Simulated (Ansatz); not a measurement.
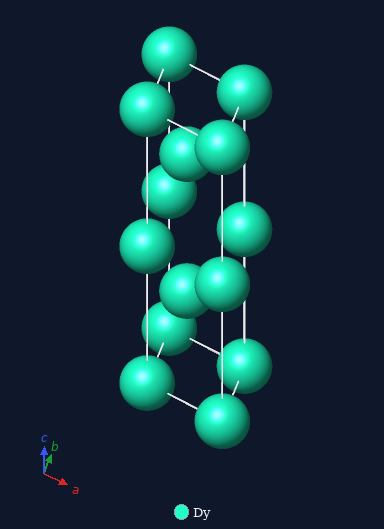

Shown here is a spheres-only view of the crystal, taken from a general direction. Lines trace the edges of the unit cell.

### How many atoms does the box hold, once sharing is allowed for?

4 (dysprosium), counting shared atoms by their share.

### From which higher-symmetry structure does this one deviate slightly?

Strictly the space group is P-3m1 (No. 164, within 0.01 Å). It is a distorted form of a primitive hexagonal structure, space group P6_3/mmc (No. 194) within 0.25 Å: hexagonal close-packed (Mg type).

The cell started as the standard structure of this element. Earlier steps of the study may have refined or changed the cell and positions. An electronic-structure calculation with Ansatz was run on it.
